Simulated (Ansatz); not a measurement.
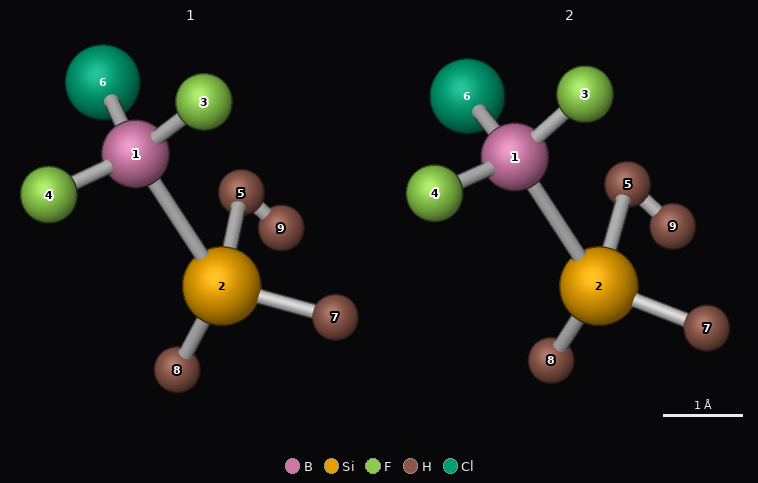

Two geometries of BSiH4ClF2 (started from a transition state, displaced along its imaginary mode), drawn at one scale. One is the start of a relaxation, the other its converged end. The picture is a ball-and-stick view, seen from a free direction.

Theory: RKS PBE0-D4/def2-TZVP in Ansatz 0.2.0. Set-up: force threshold 0.005 eV/Å; at most 200 steps.

Q: Which geometry has the lower energy?

A: Structure 2 is the relaxed one. The atom that moves furthest after the best rigid fit is Cl6 (0.26 Å). Largest moves by element: Cl 0.26 Å, H 0.20 Å, F 0.19 Å, B 0.06 Å, Si 0.06 Å. Among the contacts that change: B1–Cl6 1.803 → 1.889 Å, H5–H9 0.714 → 0.795 Å, Si2–H5 1.808 → 1.840 Å, B1–F4 1.372 → 1.353 Å. Among the angles between lasting bonds that change: Si2–B1–Cl6 102.1° → 97.1°, Si2–B1–F4 106.3° → 110.1°, Si2–B1–F3 105.9° → 108.2°. Over 12 geometry steps the energy falls by 0.180 eV. The largest force component goes from 2.6 to 0.0032 eV/Å.
